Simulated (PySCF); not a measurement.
## Electronic structure of C₇H₉N in real space

```csv
atom,x (Å),y (Å),z (Å)
C,-1.0910,2.7435,1.6235
C,-1.0473,1.7914,0.9006
C,-0.9418,0.6151,0.0449
C,0.4764,0.3730,-0.2390
C,1.6311,0.0891,-0.3939
C,3.0292,-0.2080,-0.6191
N,-1.6101,-0.5173,0.6827
C,-1.6862,-1.6917,-0.1591
H,-1.1489,3.5871,2.2444
H,-1.4702,0.8162,-0.8998
H,3.1725,-1.2843,-0.7157
H,3.6259,0.1546,0.2178
H,3.3707,0.2771,-1.5333
H,-1.1399,-0.7369,1.5563
H,-2.1748,-2.4881,0.3999
H,-2.2961,-1.4561,-1.0333
H,-0.7065,-2.0528,-0.5070
```

Geometry: GFN2-xTB.

All numbers below come from PySCF 2.14.0, PBE0/pcSseg-1, SCF density, gas phase, non-relativistic.

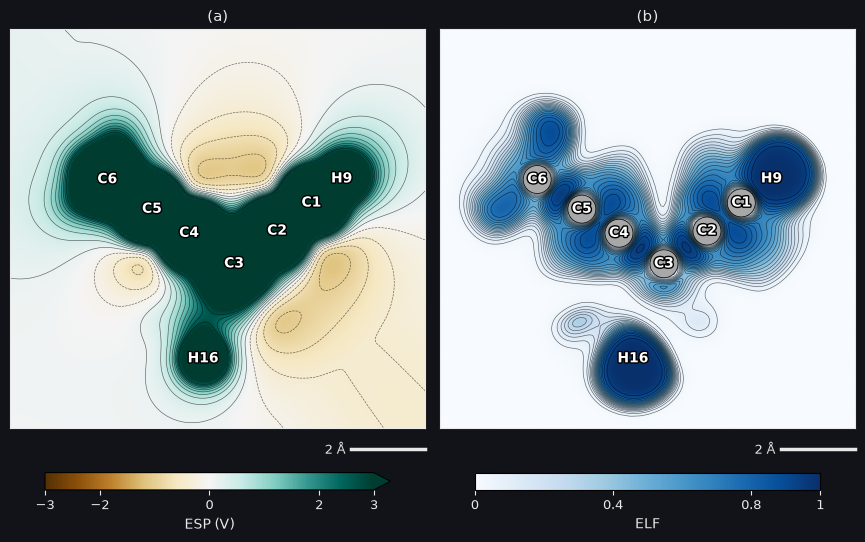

Figure 1. (a) molecular electrostatic potential; (b) electron localisation function on the plane of atoms C2, C3 and C4. Grey discs cover the atomic cores in the ELF map.

### Read the bonding off the picture.

The section cuts through C and H sites. C–C (1.20 Å): the ELF peaks at about 0.85 between the atoms (a multiple bond). C–H (1.05 Å): the ELF climbs to about 1 towards the hydrogen, as it does in any bond to H; a covalent bond by its length. Outside the dense part of the molecule the potential is most negative (−1.2 V) near C2.

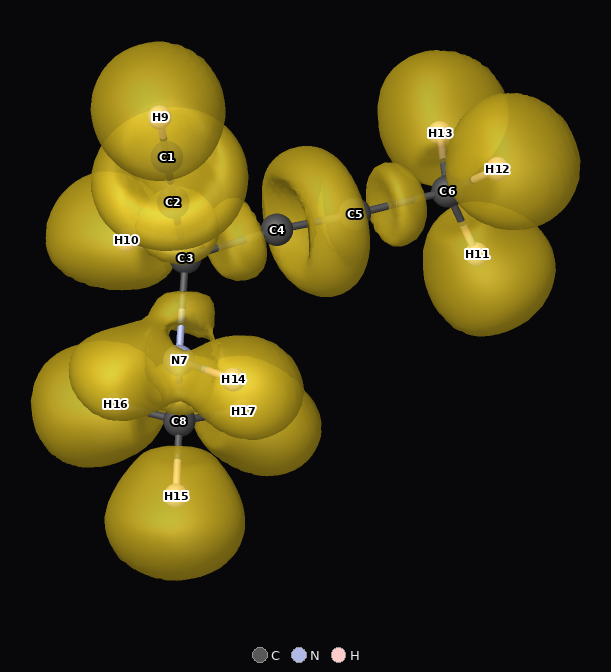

Figure 2. Isosurface of the electron localisation function at 0.75 (yellow), seen at an oblique angle. Only the valence region is drawn (cores and ρ < 0.01 e/Å³ removed).

### What do the ELF domains correspond to?

The surface consists of five regions between bonded C–C atoms (shared pairs), eight regions around hydrogen nuclei and one joined region spread over several atoms (H, N), in which their bonds and any lone pairs are merged. Along the contacts the grid gives the following. C–N (1.45 Å): the ELF peaks at about 0.95 between the atoms: a shared electron pair.

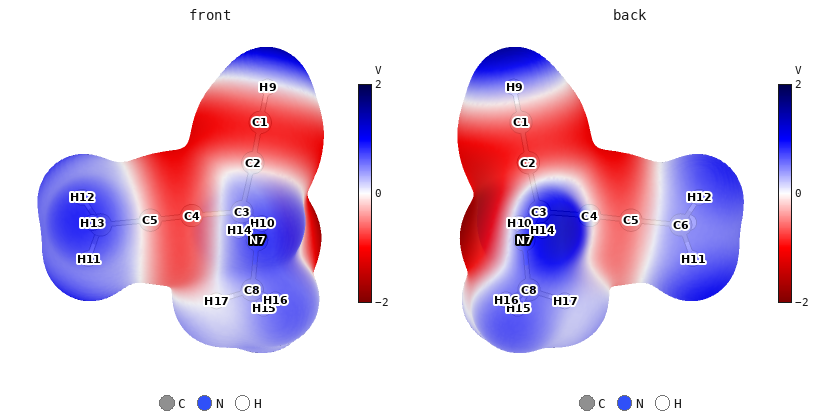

Figure 3. The molecular electrostatic potential painted on the density surface at 0.002 e/bohr³, seen from the front and from behind; the colour scale runs from red (negative) to blue (positive).

### Where is the surface potential most negative and most positive?

The most negative region (about −1.8 V) lies over N7, the most positive (about +1.4 V) over H9. N7 is the likeliest acceptor of a hydrogen bond.

### What dipole moment does the calculation give?

Its dipole moment is 1.93 D.
